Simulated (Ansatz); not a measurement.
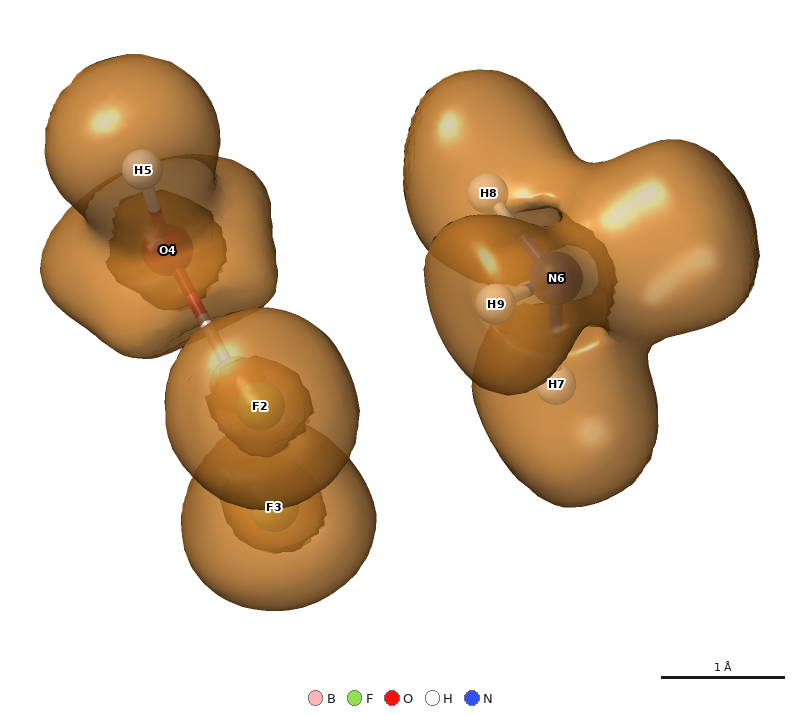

BF2HO···NH3. Isosurface of the ELF at 0.75 (orange), seen across its widest extent. Only the valence region is drawn (cores and ρ < 0.01 e/Å³ removed).

Not at a stationary point (largest force 0.7 eV/Å).

Level of theory: RKS LDA/def2-SVP in Ansatz 0.2.0.

```yaml
atoms:
  - { symbol: B, position_ang: [0.0851, -0.2752, 0.0417] }
  - { symbol: F, position_ang: [-0.1430, -0.6419, 1.2973] }
  - { symbol: F, position_ang: [1.3349, -0.1135, -0.3454] }
  - { symbol: O, position_ang: [-0.9053, -0.1818, -0.8614] }
  - { symbol: H, position_ang: [-1.7827, -0.3538, -0.4728] }
  - { symbol: N, position_ang: [-0.0438, 2.2619, 1.0781] }
  - { symbol: H, position_ang: [0.9232, 2.1285, 0.7566] }
  - { symbol: H, position_ang: [-0.6542, 2.2231, 0.2522] }
  - { symbol: H, position_ang: [-0.2759, 1.4444, 1.6801] }
```

Q: Where are the electrons localised?

A: The surface consists of two regions on F in which the atom's valence shell and bonds are merged, one joined region spread over several atoms (H, N), in which their bonds and any lone pairs are merged and one joined region spread over several atoms (H, O), in which their bonds and any lone pairs are merged. Profiles from the grid: B1···N6 (2.74 Å): the ELF is about 0.10 at the midpoint. B–F (1.32 Å): the ELF peaks at about 0.85 between the atoms: a polar covalent bond.
